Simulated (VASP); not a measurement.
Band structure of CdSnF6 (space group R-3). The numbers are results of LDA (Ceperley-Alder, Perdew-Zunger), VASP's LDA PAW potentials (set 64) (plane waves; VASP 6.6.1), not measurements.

Unless said otherwise, spin-orbit coupling is left out, though it shifts the bands of the heavy elements here.

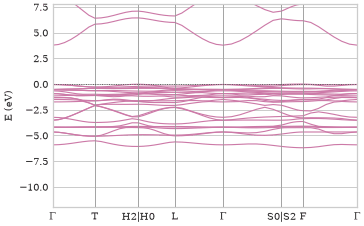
*Bands along high-symmetry lines, zero at the valence-band maximum or, without a gap, the Fermi level*

Question: Read the plot: is there a gap, and where are the band edges?

Answer: The gap is indirect, 3.78 eV, from the valence maximum at F to the conduction minimum at Γ.

The structure comes from a computed database's CdSnF6 entry; how it stands against other phases isn't given here. The cell was not relaxed at this level.
